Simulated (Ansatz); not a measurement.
# SiC (P6_3mc): converging the G0W0 gap, part 2 of 2

Wanted: a G0W0 gap for SiC (P6_3mc) that is converged in bands and cutoff, or an estimate of the limit.

Ansatz 0.2.0; G0W0 on PBE, plane waves, PAW. Known limits of the many-body steps: not at the basis limit.

So far. Step 2 (216 empty bands, screening to 110 eV): The gap on the mesh goes from 2.34 eV to 3.11 eV, a correction of +0.77 eV. Between the two edge states, bare exchange in place of the xc potential would open the gap by 6.92 eV, and correlation takes back 6.15 eV. Step 3 (490 empty bands, screening to 190 eV): Against the run with 9×9×2 mesh, 216 empty bands, screening to 110 eV, hard PAW files, the gap moves by +0.15 eV.

## Step 4: 831 empty bands, screening to 270 eV

Contents of input.yaml:

```yaml
crystal:
  lattice:
    - [3.0756941497, 0.0, 0.0]
    - [-1.5378470748, 2.6636292679, 0.0]
    - [0.0, 0.0, 10.07064648]
  atoms:
    - { symbol: Si, position: [0.66666667, 0.33333333, 0.93784198] }
    - { symbol: Si, position: [0.33333333, 0.66666667, 0.43784198] }
    - { symbol: Si, position: [0.0, 0.0, 0.68789438] }
    - { symbol: Si, position: [0.0, 0.0, 0.18789438] }
    - { symbol: C, position: [0.66666667, 0.33333333, 0.74980259] }
    - { symbol: C, position: [0.33333333, 0.66666667, 0.24980259] }
    - { symbol: C, position: [0.0, 0.0, 0.50046005] }
    - { symbol: C, position: [0.0, 0.0, 0.00046005] }
kpoints:
  mp_grid: { grid: [9, 9, 2] }
hamiltonian:
  xc: pbe
  pseudopotentials: { kind: paw, source: ansatz }
scf:
  occupations: { method: fixed }
gw:
  n_empty_bands: 831
  ecut_chi: 270.0
  qp_bands: [v2, c2]
  qp_kpoints: band_edges
  screening: { model: contour_deformation }
```

On the command line:

```bash
$ ansatz run input.yaml --threads 3 --pin off --max-ram 92160MiB --backend cuda --events-out ev --progress --plain --runs-dir out --devices 1 --max-vram 13GiB  # rebuilt from the run's record
```

Numbers of over 12 decimals in the logs are rounded to 6 here.

The program printed:

```text
GPUs: using 1 of 1 available (devices: 1).
[...]
GPU FFT provider: cuFFT
GPU libraries: cuBLAS 13.8.2, cuFFT 12.4.0, cuSOLVER 12.3.4
Crystal: 8 atoms, lattice volume = 82.504 Å³
Basis set: ecut = 820 eV, 4373 PW (Γ)
Bands: 24, of which v1, the nominal top of the filled ones, is band 16 counted from 1 (15 counted from 0)
Symmetry: 12 space group operations
[...]
k-points: 24 of 162
[...]
1    18     14.9302    -9.0633    -5.0063   -14.4467  0.8013    15.3084    15.3073  root
[...]
23    15      7.1584   -18.3152     2.4467   -14.9189  0.7758     6.1990     6.2088  root
    23    16      7.1584   -18.3152     2.4467   -14.9189  0.7758     6.1990     6.2088  root
    23    17     12.8569    -6.7543    -4.4251   -11.4219  0.8155    13.0997    13.0993  root
    23    18     12.8569    -6.7543    -4.4251   -11.4219  0.8155    13.0997    13.0993  root
[key lines of the parts left out:]
SCF converged after 9 iterations
Free energy (F): -3548.284260 eV
Fermi energy:    9.614807 eV
```

Elapsed: 1.9 min, on 1 × NVIDIA H100 80GB HBM3 (shared by 6 runs) with 3 threads of AMD EPYC 7R13 (Zen 3), shared host; peak memory 5.1 GiB.

Numbers from this step:

* bands summed: 847
* RPA ε∞ on this mesh (eigenvalues): 6.644, 6.644, 6.925
* plane waves in the screening matrix: 813
* G0W0 gap on the mesh: 3.318 eV
* k of the valence top: 0, 0, 0
* k of the conduction bottom: 0, 0.4444, 0
* starting gap on the mesh: 2.340 eV
* least direct G0W0 gap on the computed points: 4.507 eV

Against the run with 9×9×2 mesh, 490 empty bands, screening to 190 eV, hard PAW files, the gap moves by +0.06 eV.

## Step 5: Changing the k mesh: 12×12×4 mesh, 216 empty bands, screening to 110 eV, hard PAW files

A second mesh at equal bands and cutoff isolates the sampling error. Bands and cutoff differ from the step before, so it is read against an earlier run that matches them.

Edit input.yaml of step 4 so:

```diff
@@ -15,3 +15,3 @@
 kpoints:
-  mp_grid: { grid: [9, 9, 2] }
+  mp_grid: { grid: [12, 12, 4] }
 hamiltonian:
@@ -22,4 +22,4 @@
 gw:
-  n_empty_bands: 831
-  ecut_chi: 270.0
+  n_empty_bands: 216
+  ecut_chi: 110.0
   qp_bands: [v2, c2]
```

The program printed:

```text
GPUs: using 1 of 1 available (devices: 1).
[...]
GPU FFT provider: cuFFT
GPU libraries: cuBLAS 13.8.2, cuFFT 12.4.0, cuSOLVER 12.3.4
Crystal: 8 atoms, lattice volume = 82.504 Å³
Basis set: ecut = 820 eV, 4373 PW (Γ)
Bands: 24, of which v1, the nominal top of the filled ones, is band 16 counted from 1 (15 counted from 0)
Symmetry: 12 space group operations
[...]
k-points: 57 of 576 (time reversal used)
[...]
1    18     15.1514    -9.0078    -4.7800   -14.4359  0.8018    15.8031    15.7995  root
[...]
56    15      7.1583   -18.2970     2.7455   -14.9190  0.7783     6.5216     6.5258  root
    56    16      7.1583   -18.2970     2.7455   -14.9190  0.7783     6.5216     6.5258  root
    56    17     12.8568    -6.7731    -4.2276   -11.4220  0.8167    13.2793    13.2781  root
    56    18     12.8568    -6.7731    -4.2276   -11.4220  0.8167    13.2793    13.2781  root
[key lines of the parts left out:]
SCF converged after 9 iterations
Free energy (F): -3548.285643 eV
Fermi energy:    9.614467 eV
```

Wall time 3.9 min (1 × NVIDIA H100 80GB HBM3 (shared by 6 runs) with 3 threads); peak memory 2.7 GiB; 7.1 min of CPU time.

This step gave:

| Property | Result |
| --- | --- |
| bands summed | 232 |
| RPA ε∞ on this mesh (eigenvalues) | 6.606, 6.606, 6.898 |
| plane waves in the screening matrix | 227 |
| G0W0 gap on the mesh | 2.992 eV |
| k of the valence top | 0, 0, 0 |
| k of the conduction bottom | 0, -0.5, 0 |
| starting gap on the mesh | 2.227 eV |
| least direct G0W0 gap on the computed points | 4.250 eV |

Against the run with 9×9×2 mesh, 216 empty bands, screening to 110 eV, hard PAW files, the gap moves by −0.12 eV, while the start moved by −0.11 eV. A band edge is found at another k point on this mesh.

## Step 6: Convergence and cost

Times are wall times on 1 × NVIDIA H100 80GB HBM3 (shared by 6 runs) with 3 threads of AMD EPYC 7R13 (Zen 3), shared host, good to a factor of about two.

```csv
mesh,files,frequency,bands summed,cutoff (eV),start (eV),G0W0 (eV),time,host memory (GiB)
9×9×2,hard PAW,contour deformation,232,110,2.340,3.112,33 s,1.7
9×9×2,hard PAW,contour deformation,506,190,2.340,3.260,64 s,2.9
9×9×2,hard PAW,contour deformation,847,270,2.340,3.318,1.9 min,5.1
12×12×4,hard PAW,contour deformation,232,110,2.227,2.992,3.9 min,2.7
```

How the two edges are built up, in eV (the quasiparticle level is the starting level plus Σx plus Σc less Vxc):

```csv
run,edge,start,Σx,Σc,Vxc,Z,QP
232 bands,valence top,9.61,-18.25,2.12,-15.75,0.79,9.24
232 bands,conduction bottom,11.95,-7.41,-4.02,-11.82,0.82,12.35
506 bands,valence top,9.61,-18.25,1.83,-15.75,0.79,8.94
506 bands,conduction bottom,11.95,-7.41,-4.17,-11.82,0.81,12.20
847 bands,valence top,9.61,-18.25,1.72,-15.75,0.79,8.83
847 bands,conduction bottom,11.95,-7.41,-4.22,-11.82,0.81,12.15
```

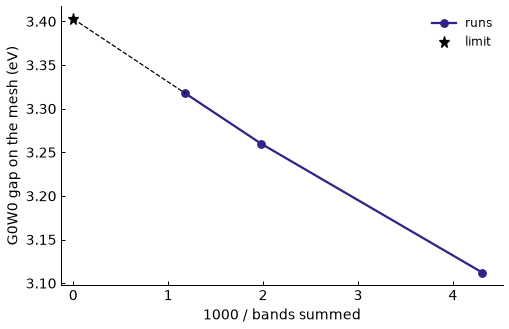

The gap against one over the number of bands; the dashed line carries the two highest rungs to the limit.

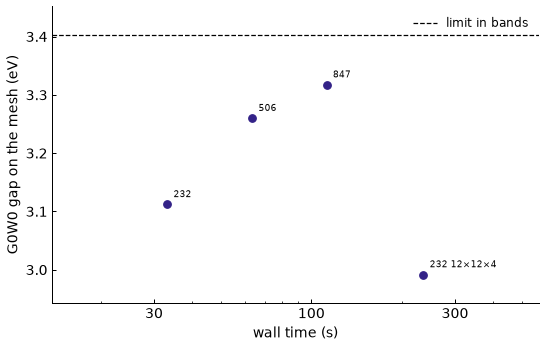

Result against wall time.

## Step 7: What came out

* 232 bands, 110 eV: 3.112 eV
* 506 bands, 190 eV: 3.260 eV
* 847 bands, 270 eV: 3.318 eV
* estimated limit in bands and cutoff: 3.40 eV
* mesh and start: 9×9×2, PBE

What this shows: A line in one over the bands through the two highest rungs gives 3.40 eV, +0.09 eV from the top rung; the pair below gives 3.39 eV, in fair agreement. The rungs stand 0.29 eV (232 bands), 0.14 eV (506 bands) and 0.09 eV (847 bands) from it. From 232 to 847 bands the gap moves by +0.21 eV while the time grows 3.4-fold. Σc changes by −0.40 eV at the valence top and −0.20 eV at the conduction bottom, so the valence edge carries most of the change. On the 12×12×4 mesh in place of 9×9×2 the gap differs by −0.12 eV, of which −0.11 eV is already in the start. The cheapest rung within 0.1 eV of this estimate is that with 847 bands (1.9 min). The 9×9×2 mesh misses a band edge: on 12×12×4 the PBE gap is 2.23 eV, so these values are not the fundamental gap, which lies some 0.11 eV lower.

[Paths, hosts, dates, memory and timing lines, banners, echoed tables and standing remarks are left out of the program output.]

[Logs are printed without paths, hosts, clocks, repeated set-up lines and the standing remarks that a program may print on its own settings, such as how far it seeks lower states.]

[Runs of the session that timed out or met a known fault of the program may be left out.]

[Cells called generated may have been cut or substituted from an entry of the Crystallography Open Database or the Materials Project.]

[Hosts, paths, dates, database ids (printed as entryN), source tags and the programs' standing remarks are cut or masked in the printed files.]
